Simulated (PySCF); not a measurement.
Run report: CH$_{3}$ClFSi, single-point calculation (part 1 of 2)

System: CH$_{3}$ClFSi, multiplicity 2.
Method: MP2/ma-def2-TZVP, UHF (PySCF 2.14.0).

The geometry was optimised with HF/SBKJC.

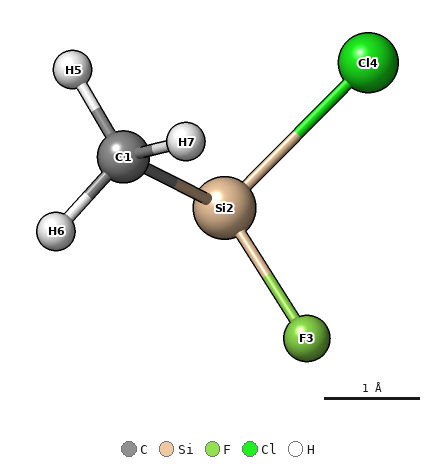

*The structure (ball-and-stick view, seen at a tilt; atoms are numbered from 1 in the order of the input).*

Bond lengths as drawn: Cl–Si 2.19 Å, C–H 1.09 Å, C–Si 1.90 Å and F–Si 1.70 Å.

Input (calc.py)
```python
from pyscf import gto, mp

system = gto.M(
    atom=[
    ('C', (-0.158533, 0.849459, -0.105899)),
    ('Si', (-0.251524, -0.922678, 0.574211)),
    ('F', (1.263481, -1.231832, 1.292352)),
    ('Cl', (-0.408917, -2.334923, -1.090489)),
    ('H', (-1.064139, 1.106630, -0.648380)),
    ('H', (-0.013826, 1.551331, 0.712307)),
    ('H', (0.694758, 0.913912, -0.779903)),
],
    verbose=4,
    spin=1,
    max_memory=1860,
    charge=0,
    basis='ma-def2-tzvp',
)

mf = system.UHF()
mf = mf.density_fit(auxbasis='aug-cc-pvtz-jkfit')
mf.kernel()
if not mf.converged:
    mf = mf.newton().run(mf.mo_coeff, mf.mo_occ)

pt = mp.MP2(mf, frozen=12).run()
e_final = pt.e_tot
print('Final energy', e_final)
mf.analyze()
```

Run on 1 thread of Arm Neoverse V2, 24 GiB of memory available, shared host.

Launched with:
```bash
OMP_NUM_THREADS=1 python calc.py
```

Output
```
PySCF version 2.14.0

[INPUT] num. atoms = 7
[INPUT] num. electrons = 49
[INPUT] charge = 0
[INPUT] spin (= nelec alpha-beta = 2S) = 1
[INPUT] symmetry False subgroup None
[INPUT] Mole.unit = angstrom
[INPUT] Symbol           X                Y                Z      unit          X                Y                Z       unit  Magmom
[INPUT]  1 C     -0.158533000000   0.849459000000  -0.105899000000 AA   -0.299583951706   1.605244864047  -0.200120106865 Bohr   0.0
[INPUT]  2 Si    -0.251524000000  -0.922678000000   0.574211000000 AA   -0.475311473755  -1.743608721161   1.085101527713 Bohr   0.0
[INPUT]  3 F      1.263481000000  -1.231832000000   1.292352000000 AA    2.387633053592  -2.327825111475   2.442191336534 Bohr   0.0
[INPUT]  4 Cl    -0.408917000000  -2.334923000000  -1.090489000000 AA   -0.772741137679  -4.412364991948  -2.060725551851 Bohr   0.0
[INPUT]  5 H     -1.064139000000   1.106630000000  -0.648380000000 AA   -2.010931268469   2.091227621227  -1.225260624645 Bohr   0.0
[INPUT]  6 H     -0.013826000000   1.551331000000   0.712307000000 AA   -0.026127353398   2.931590718548   1.346065146611 Bohr   0.0
[INPUT]  7 H      0.694758000000   0.913912000000  -0.779903000000 AA    1.312902342851   1.727043381954  -1.473803073727 Bohr   0.0

nuclear repulsion = 202.285942710789
number of shells = 68
number of NR pGTOs = 258
number of NR cGTOs = 170
basis = ma-def2-tzvp
ecp = {}

******** <class 'pyscf.df.df_jk.DFUHF'> ********
method = DFUHF
initial guess = minao
damping factor = 0
level_shift factor = 0
DIIS = <class 'pyscf.scf.diis.CDIIS'>
diis_start_cycle = 1
diis_space = 8
diis_damp = 0
SCF conv_tol = 1e-09
SCF conv_tol_grad = None
SCF max_cycles = 50
direct_scf = False
number electrons alpha = 25  beta = 24
Set gradient conv threshold to 3.16228e-05
******** <class 'pyscf.df.df.DF'> ********
auxbasis = aug-cc-pvtz-jkfit
init E= -887.582981702462
  alpha nocc = 25  HOMO = -0.144237641285024  LUMO = 0.0403054213645239
  beta  nocc = 24  HOMO = -0.400091057082923  LUMO = -0.144237641285024

WARN: HOMO -0.144237641285024 >= LUMO -0.144237641285024

cycle= 1 E= -887.544538382166  delta_E= 0.0384  |g|= 0.421  |ddm|= 1.43
  alpha nocc = 25  HOMO = -0.376718884716873  LUMO = 0.034858134420127
  beta  nocc = 24  HOMO = -0.435889137538191  LUMO = -0.059229661664304
  HOMO = -0.376718884717  LUMO = -0.0592296616643  gap/eV = 8.63932
cycle= 2 E= -887.61853692848  delta_E= -0.074  |g|= 0.29  |ddm|= 0.668
  alpha nocc = 25  HOMO = -0.364485406261878  LUMO = 0.0423886139572724
  beta  nocc = 24  HOMO = -0.454963211115175  LUMO = -0.0153244805333673
  HOMO = -0.364485406262  LUMO = -0.0153244805334  gap/eV = 9.50115
cycle= 3 E= -887.647594794971  delta_E= -0.0291  |g|= 0.0482  |ddm|= 0.162
  alpha nocc = 25  HOMO = -0.36977112337965  LUMO = 0.0450287064919352
  beta  nocc = 24  HOMO = -0.459709275859708  LUMO = 0.00469673385048863
  HOMO = -0.36977112338  LUMO = 0.00469673385049  gap/eV = 10.18979
cycle= 4 E= -887.65096702581  delta_E= -0.00337  |g|= 0.02  |ddm|= 0.124
  alpha nocc = 25  HOMO = -0.376877746061787  LUMO = 0.0449806106877855
  beta  nocc = 24  HOMO = -0.458273264374387  LUMO = 0.00524987555664014
  HOMO = -0.376877746062  LUMO = 0.00524987555664  gap/eV = 10.39822
cycle= 5 E= -887.651564291701  delta_E= -0.000597  |g|= 0.00858  |ddm|= 0.0473
  alpha nocc = 25  HOMO = -0.378227295139354  LUMO = 0.0450424217557224
  beta  nocc = 24  HOMO = -0.459276310644866  LUMO = 0.00620416288976089
  HOMO = -0.378227295139  LUMO = 0.00620416288976  gap/eV = 10.46091
cycle= 6 E= -887.651719529738  delta_E= -0.000155  |g|= 0.00404  |ddm|= 0.0235
  alpha nocc = 25  HOMO = -0.37848259327869  LUMO = 0.0450781743756099
  beta  nocc = 24  HOMO = -0.459596991626712  LUMO = 0.00646772964912268
  HOMO = -0.378482593279  LUMO = 0.00646772964912  gap/eV = 10.47503
cycle= 7 E= -887.651765590341  delta_E= -4.61e-05  |g|= 0.00192  |ddm|= 0.0127
  alpha nocc = 25  HOMO = -0.378490721459642  LUMO = 0.0451247343152765
  beta  nocc = 24  HOMO = -0.45987747467114  LUMO = 0.00651683819010629
  HOMO = -0.37849072146  LUMO = 0.00651683819011  gap/eV = 10.47659
cycle= 8 E= -887.651776929187  delta_E= -1.13e-05  |g|= 0.000592  |ddm|= 0.00787
  alpha nocc = 25  HOMO = -0.378384238623212  LUMO = 0.0451215014168047
  beta  nocc = 24  HOMO = -0.459894655622453  LUMO = 0.00645097255391514
  HOMO = -0.378384238623  LUMO = 0.00645097255392  gap/eV = 10.47190
cycle= 9 E= -887.651777740557  delta_E= -8.11e-07  |g|= 0.000227  |ddm|= 0.00197
  alpha nocc = 25  HOMO = -0.378372290163355  LUMO = 0.0451232509358441
  beta  nocc = 24  HOMO = -0.459918804451049  LUMO = 0.00644458247476509
  HOMO = -0.378372290163  LUMO = 0.00644458247477  gap/eV = 10.47140
cycle= 10 E= -887.651777837738  delta_E= -9.72e-08  |g|= 0.000117  |ddm|= 0.000541
  alpha nocc = 25  HOMO = -0.378365642797078  LUMO = 0.0451220998070191
  beta  nocc = 24  HOMO = -0.459919374803932  LUMO = 0.00644378703292148
  HOMO = -0.378365642797  LUMO = 0.00644378703292  gap/eV = 10.47120
cycle= 11 E= -887.651777864744  delta_E= -2.7e-08  |g|= 5.64e-05  |ddm|= 0.000258
  alpha nocc = 25  HOMO = -0.378371410195278  LUMO = 0.0451220539504402
  beta  nocc = 24  HOMO = -0.459915946915759  LUMO = 0.00644585695797617
  HOMO = -0.378371410195  LUMO = 0.00644585695798  gap/eV = 10.47141
cycle= 12 E= -887.651777871114  delta_E= -6.37e-09  |g|= 2.28e-05  |ddm|= 0.000147
  alpha nocc = 25  HOMO = -0.378369953938012  LUMO = 0.0451222583937578
  beta  nocc = 24  HOMO = -0.459916711393226  LUMO = 0.00644677173066277
  HOMO = -0.378369953938  LUMO = 0.00644677173066  gap/eV = 10.47140
cycle= 13 E= -887.651777872093  delta_E= -9.79e-10  |g|= 7.71e-06  |ddm|= 5.72e-05
  alpha nocc = 25  HOMO = -0.378371345664661  LUMO = 0.0451222052121676
  beta  nocc = 24  HOMO = -0.459916103707834  LUMO = 0.00644578002695451
  HOMO = -0.378371345665  LUMO = 0.00644578002695  gap/eV = 10.47141
```

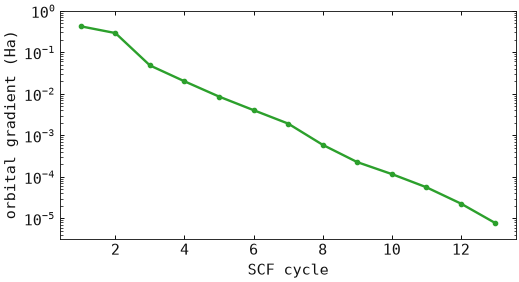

*Convergence of the self-consistent field: orbital gradient against the SCF cycle.*

The residual falls at every step.

```
Extra cycle  E= -887.651777872153  delta_E= -6e-11  |g|= 4.63e-06  |ddm|= 1.1e-05
converged SCF energy = -887.651777872153  <S^2> = 0.75554579  2S+1 = 2.0055381

******** <class 'pyscf.mp.dfump2.DFUMP2'> ********
nocc = (np.int64(13), np.int64(12)), nmo = (158, 158)
frozen orbitals 12
E(DFUMP2) = -888.35381730028  E_corr = -0.702039428126816
E(SCS-DFUMP2) = -888.34222698042  E_corr = -0.690449108267152
E_corr(same-spin) = -0.175382544790416
E_corr(oppo-spin) = -0.5266568833364
Final energy -888.3538173002797
**** SCF Summaries ****
Total Energy =                        -887.651777872152934
Nuclear Repulsion Energy =             202.285942710789357
One-electron Energy =                -1631.647136504616356
Two-electron Energy =                  541.709415921673894
Two-electron Coulomb Energy =          606.040998967853056
DFT Exchange-Correlation Energy =      -64.331583046179162
HOMO-LUMO gap [eV] =                    10.471407354301407
**** MO energy ****
                             alpha | beta                alpha | beta
MO #1   energy= -104.830641067714  | -104.829339554325  occ= 1 | 1
MO #2   energy= -68.8860851317048  | -68.8794442381113  occ= 1 | 1
MO #3   energy= -26.2846946202922  | -26.2816955087049  occ= 1 | 1
MO #4   energy= -11.2479611852568  | -11.2439616321384  occ= 1 | 1
MO #5   energy= -10.5582184730034  | -10.5569427819972  occ= 1 | 1
MO #6   energy= -8.02642410386604  | -8.02327231217014  occ= 1 | 1
MO #7   energy= -8.02370383862201  | -8.02290389865696  occ= 1 | 1
MO #8   energy= -8.02357039036625  | -8.02123261381641  occ= 1 | 1
MO #9   energy= -6.22420788927347  | -6.21394510031554  occ= 1 | 1
MO #10  energy= -4.33498512813969  | -4.32288338659642  occ= 1 | 1
MO #11  energy= -4.3269881483608   | -4.32228879077215  occ= 1 | 1
MO #12  energy= -4.32609281463151  | -4.31389934024747  occ= 1 | 1
MO #13  energy= -1.56671160823105  | -1.55814481112119  occ= 1 | 1
MO #14  energy= -1.08737829723795  | -1.07730071366014  occ= 1 | 1
MO #15  energy= -0.984912760788866 | -0.972193336045713 occ= 1 | 1
MO #16  energy= -0.745108016152713 | -0.721913252598405 occ= 1 | 1
MO #17  energy= -0.657616218510489 | -0.650129985535333 occ= 1 | 1
MO #18  energy= -0.652304784697231 | -0.640357378585754 occ= 1 | 1
MO #19  energy= -0.614430686946721 | -0.596703933621582 occ= 1 | 1
MO #20  energy= -0.594738862737812 | -0.58676667445171  occ= 1 | 1
MO #21  energy= -0.584666629009508 | -0.569284556903884 occ= 1 | 1
MO #22  energy= -0.509523546605472 | -0.486833503753255 occ= 1 | 1
MO #23  energy= -0.476418074192342 | -0.465654199743963 occ= 1 | 1
MO #24  energy= -0.465540889498987 | -0.459916103707834 occ= 1 | 1
MO #25  energy= -0.378371345664661 | 0.00644578002695451 occ= 1 | 0
MO #26  energy= 0.0410212101993472 | 0.0451222052121676 occ= 0 | 0
MO #27  energy= 0.0499534633751942 | 0.0557801300962556 occ= 0 | 0
MO #28  energy= 0.053135246815215  | 0.0579491841136353 occ= 0 | 0
MO #29  energy= 0.0597707068199037 | 0.07316600844093   occ= 0 | 0
MO #30  energy= 0.0904817591282487 | 0.0928197131838828 occ= 0 | 0
MO #31  energy= 0.0965225442000565 | 0.0975617506492424 occ= 0 | 0
MO #32  energy= 0.0968686337878496 | 0.0986137595291069 occ= 0 | 0
MO #33  energy= 0.122753002002872  | 0.12874671934584   occ= 0 | 0
MO #34  energy= 0.131004090153586  | 0.140906330742073  occ= 0 | 0
MO #35  energy= 0.138750771239746  | 0.148780473432664  occ= 0 | 0
MO #36  energy= 0.14732071114573   | 0.161522882027793  occ= 0 | 0
MO #37  energy= 0.164010401413883  | 0.168973927470828  occ= 0 | 0
MO #38  energy= 0.168512762088858  | 0.183243710276131  occ= 0 | 0
MO #39  energy= 0.207907631054735  | 0.213835699195385  occ= 0 | 0
MO #40  energy= 0.214737030106563  | 0.222142184214385  occ= 0 | 0
MO #41  energy= 0.229751940359098  | 0.23316917955513   occ= 0 | 0
MO #42  energy= 0.248658410272145  | 0.250231011497655  occ= 0 | 0
MO #43  energy= 0.266439063440054  | 0.270189008651911  occ= 0 | 0
MO #44  energy= 0.275525109054899  | 0.276805862859675  occ= 0 | 0
MO #45  energy= 0.285812059986498  | 0.287522300108543  occ= 0 | 0
MO #46  energy= 0.320348088542405  | 0.324243868967767  occ= 0 | 0
MO #47  energy= 0.339407478216515  | 0.352444460378337  occ= 0 | 0
MO #48  energy= 0.36141957569018   | 0.3749491212715    occ= 0 | 0
MO #49  energy= 0.368918381280927  | 0.384413378150978  occ= 0 | 0
MO #50  energy= 0.381847731287621  | 0.387286251507734  occ= 0 | 0
MO #51  energy= 0.388570038120274  | 0.409668914293605  occ= 0 | 0
MO #52  energy= 0.412447457722653  | 0.421499458771996  occ= 0 | 0
MO #53  energy= 0.421660495161832  | 0.431271418628118  occ= 0 | 0
MO #54  energy= 0.436034977809364  | 0.457612494575267  occ= 0 | 0
MO #55  energy= 0.450746817169439  | 0.467392242524046  occ= 0 | 0
MO #56  energy= 0.456514472418066  | 0.487327870273942  occ= 0 | 0
MO #57  energy= 0.522116445563422  | 0.528170212078141  occ= 0 | 0
MO #58  energy= 0.574786785203594  | 0.58277314210652   occ= 0 | 0
MO #59  energy= 0.626847155122256  | 0.635853531412939  occ= 0 | 0
MO #60  energy= 0.645510419169227  | 0.651970073875652  occ= 0 | 0
MO #61  energy= 0.648637614903934  | 0.652744625037506  occ= 0 | 0
MO #62  energy= 0.652353546283431  | 0.659450601585476  occ= 0 | 0
MO #63  energy= 0.653545567924621  | 0.665659420118221  occ= 0 | 0
MO #64  energy= 0.682497691476352  | 0.688211055835268  occ= 0 | 0
MO #65  energy= 0.68642605603043   | 0.694661389080374  occ= 0 | 0
MO #66  energy= 0.74503220431815   | 0.75128962640133   occ= 0 | 0
MO #67  energy= 0.756038003719425  | 0.767738560457956  occ= 0 | 0
MO #68  energy= 0.792078366469591  | 0.807561384877479  occ= 0 | 0
MO #69  energy= 0.82830535606205   | 0.832020089718089  occ= 0 | 0
MO #70  energy= 0.835794360044606  | 0.839374567597751  occ= 0 | 0
MO #71  energy= 0.93075616178669   | 0.937700772134537  occ= 0 | 0
MO #72  energy= 0.96190460517007   | 0.974262019574803  occ= 0 | 0
MO #73  energy= 1.00242119585344   | 1.01004238456361   occ= 0 | 0
MO #74  energy= 1.02024388910319   | 1.02466937141203   occ= 0 | 0
MO #75  energy= 1.02873581519755   | 1.03256187470823   occ= 0 | 0
MO #76  energy= 1.03705028112396   | 1.0394860827326    occ= 0 | 0
MO #77  energy= 1.10284460375325   | 1.11726391342569   occ= 0 | 0
MO #78  energy= 1.11542129962988   | 1.12675676225634   occ= 0 | 0
MO #79  energy= 1.13668677849124   | 1.14519866695571   occ= 0 | 0
MO #80  energy= 1.20388237719808   | 1.21895632944799   occ= 0 | 0
MO #81  energy= 1.23154045726358   | 1.24086301004509   occ= 0 | 0
MO #82  energy= 1.24235121623207   | 1.25430562588633   occ= 0 | 0
MO #83  energy= 1.25625705557456   | 1.26635585335019   occ= 0 | 0
MO #84  energy= 1.29323649315705   | 1.30115993747338   occ= 0 | 0
MO #85  energy= 1.33471244136097   | 1.3438397433485    occ= 0 | 0
MO #86  energy= 1.36363792701465   | 1.37726176839577   occ= 0 | 0
MO #87  energy= 1.39134274324829   | 1.41108206229311   occ= 0 | 0
MO #88  energy= 1.40108990401698   | 1.41629745781396   occ= 0 | 0
MO #89  energy= 1.44518598676624   | 1.45945764695595   occ= 0 | 0
MO #90  energy= 1.45590117566767   | 1.46891455547399   occ= 0 | 0
MO #91  energy= 1.52414558559368   | 1.53795774809344   occ= 0 | 0
MO #92  energy= 1.54933511309349   | 1.56694067237793   occ= 0 | 0
MO #93  energy= 1.59321540190975   | 1.6071971572551    occ= 0 | 0
MO #94  energy= 1.73848388242863   | 1.74451780164733   occ= 0 | 0
MO #95  energy= 1.7691628471104    | 1.77318799146229   occ= 0 | 0
MO #96  energy= 1.77297281124384   | 1.78609790914819   occ= 0 | 0
MO #97  energy= 1.84697436560508   | 1.84991880937983   occ= 0 | 0
MO #98  energy= 1.85975243908322   | 1.86187169555323   occ= 0 | 0
MO #99  energy= 1.89480337027385   | 1.90452600198312   occ= 0 | 0
MO #100 energy= 1.92760873761137   | 1.93679362462158   occ= 0 | 0
MO #101 energy= 2.10875966132003   | 2.11228253946532   occ= 0 | 0
MO #102 energy= 2.12667797116146   | 2.12811563879329   occ= 0 | 0
MO #103 energy= 2.15117818554781   | 2.15476848976835   occ= 0 | 0
MO #104 energy= 2.20099419210049   | 2.20365506600798   occ= 0 | 0
MO #105 energy= 2.21230468135208   | 2.21556835870393   occ= 0 | 0
MO #106 energy= 2.23337179105032   | 2.23583533698284   occ= 0 | 0
MO #107 energy= 2.25666317732017   | 2.25987964493061   occ= 0 | 0
MO #108 energy= 2.31144215056836   | 2.31382883882118   occ= 0 | 0
MO #109 energy= 2.33855103363377   | 2.34148716591626   occ= 0 | 0
MO #110 energy= 2.36069609340211   | 2.36304203468257   occ= 0 | 0
MO #111 energy= 2.398366020597     | 2.40100414210806   occ= 0 | 0
MO #112 energy= 2.41452496861592   | 2.41560257813646   occ= 0 | 0
MO #113 energy= 2.4183379458417    | 2.41994334926763   occ= 0 | 0
MO #114 energy= 2.46031801629904   | 2.46479363810934   occ= 0 | 0
MO #115 energy= 2.50601895959899   | 2.50915423160761   occ= 0 | 0
MO #116 energy= 2.56367892268344   | 2.56571416002879   occ= 0 | 0
MO #117 energy= 2.59551352411609   | 2.59947274936055   occ= 0 | 0
MO #118 energy= 2.62417131158013   | 2.62736989081662   occ= 0 | 0
MO #119 energy= 2.6503488791475    | 2.65147961774087   occ= 0 | 0
MO #120 energy= 2.66440371984198   | 2.6667985889298    occ= 0 | 0
MO #121 energy= 2.67164234653186   | 2.67398384963463   occ= 0 | 0
MO #122 energy= 2.68277440383782   | 2.68567900143357   occ= 0 | 0
MO #123 energy= 2.70681764886733   | 2.70872539143146   occ= 0 | 0
MO #124 energy= 2.76491515945279   | 2.76933523205959   occ= 0 | 0
MO #125 energy= 2.78445127254116   | 2.79114160778219   occ= 0 | 0
MO #126 energy= 2.79765044277507   | 2.8005905793336    occ= 0 | 0
MO #127 energy= 2.86093202751182   | 2.86344332156544   occ= 0 | 0
MO #128 energy= 2.89861075905499   | 2.90166078666181   occ= 0 | 0
MO #129 energy= 2.95475923132392   | 2.95908103202383   occ= 0 | 0
MO #130 energy= 3.00692540807008   | 3.01038021471712   occ= 0 | 0
MO #131 energy= 3.15795607877968   | 3.16196491635448   occ= 0 | 0
MO #132 energy= 3.2078763747127    | 3.21222360654433   occ= 0 | 0
MO #133 energy= 3.42377603736498   | 3.4300428452629    occ= 0 | 0
MO #134 energy= 3.44484268518359   | 3.45021261954984   occ= 0 | 0
MO #135 energy= 3.57039386291499   | 3.57673093997183   occ= 0 | 0
MO #136 energy= 3.60446456146011   | 3.6088583254675    occ= 0 | 0
MO #137 energy= 3.63411436923659   | 3.6382621031341    occ= 0 | 0
MO #138 energy= 3.65242944908015   | 3.65409024064575   occ= 0 | 0
MO #139 energy= 3.83963435445945   | 3.84414058128035   occ= 0 | 0
MO #140 energy= 3.85572957629965   | 3.85998436865404   occ= 0 | 0
MO #141 energy= 3.86602665102531   | 3.86942160329997   occ= 0 | 0
MO #142 energy= 3.88895897118787   | 3.89322590465519   occ= 0 | 0
MO #143 energy= 3.93749214227113   | 3.94110425537443   occ= 0 | 0
MO #144 energy= 4.14535946259459   | 4.14932614818336   occ= 0 | 0
MO #145 energy= 4.53104907879274   | 4.53459730664416   occ= 0 | 0
MO #146 energy= 4.58384185260371   | 4.58642764890178   occ= 0 | 0
MO #147 energy= 4.59385846052471   | 4.59538561919813   occ= 0 | 0
MO #148 energy= 4.76038054993172   | 4.76214412916226   occ= 0 | 0
MO #149 energy= 6.64115617234875   | 6.6572816568995    occ= 0 | 0
MO #150 energy= 6.74873772984981   | 6.75212825819486   occ= 0 | 0
MO #151 energy= 6.91839071918334   | 6.92440174407069   occ= 0 | 0
MO #152 energy= 7.40884087495681   | 7.41029363624905   occ= 0 | 0
```
